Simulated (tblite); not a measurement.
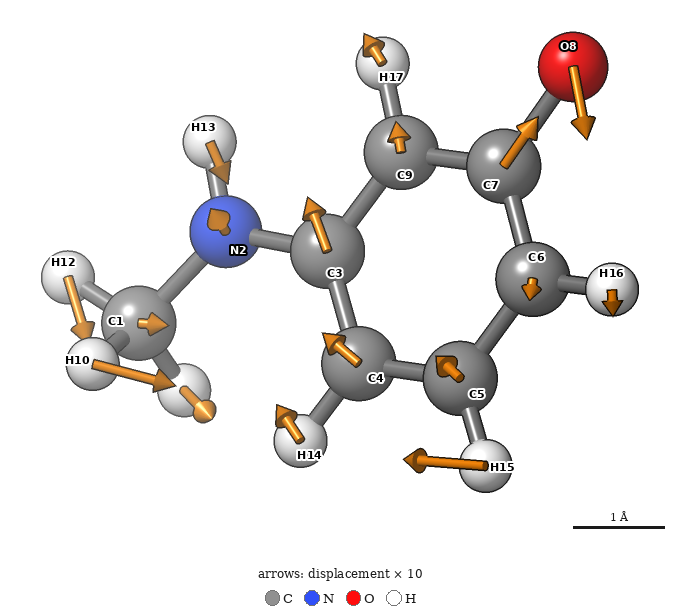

This is a relaxation of C₇H₈NO (multiplicity 2). The starting structure is drawn; orange arrows show the displacements, 10 times their true length. The two geometries are superimposed by the best rigid fit.

The picture is a ball-and-stick view, seen at a tilt.

These are results of GFN2-xTB geometry optimisation, gas phase in tblite, not measurements. 

Describe the change and its energy.

Answer. The largest move after the best rigid fit is that of an H atom, 0.12 Å. Largest moves by element: H 0.12 Å, O 0.09 Å, C 0.07 Å, N 0.05 Å. Among the contacts that change: C–O 1.362 → 1.241 Å, H–N 1.067 → 1.005 Å, C–C 1.397 → 1.457 Å, C–C 1.384 → 1.436 Å. Among the angles between lasting bonds that change: H–C–H 113.8° → 108.6°, O–C–C 118.2° → 122.3°, C–C–C 120.0° → 116.2°. After 28 geometry steps the energy has fallen by 55.3 kJ/mol.
